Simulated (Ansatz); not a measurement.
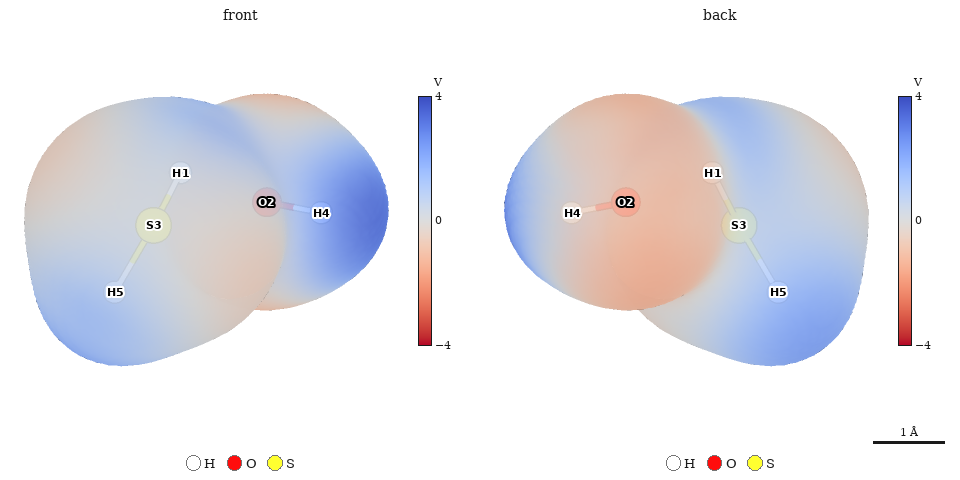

Figure 1: H$_{2}$S···OH (doublet). The electrostatic potential painted on the density surface at 0.004 e/bohr³, seen from the front and from behind; the colour scale runs from red (negative) to blue (positive).

A transition-state structure; geometry: PBE0-D4/def2-TZVP.

These are results of Ansatz 0.2.0, UKS PBE0-D4/def2-TZVPP, not measurements.

```xyz
5

H     0.0353   -0.4266    0.6568
O     0.0486   -1.0066   -0.8703
S    -0.2349    0.8875    0.9686
H    -0.8035   -0.7508   -1.2573
H     0.9545    1.2966    0.5020
```

**Where is the surface potential most negative and most positive?**

The most negative region (about −1.4 V) lies over O2, the most positive (about +3.2 V) over H4. O2 is the likeliest acceptor of a hydrogen bond.
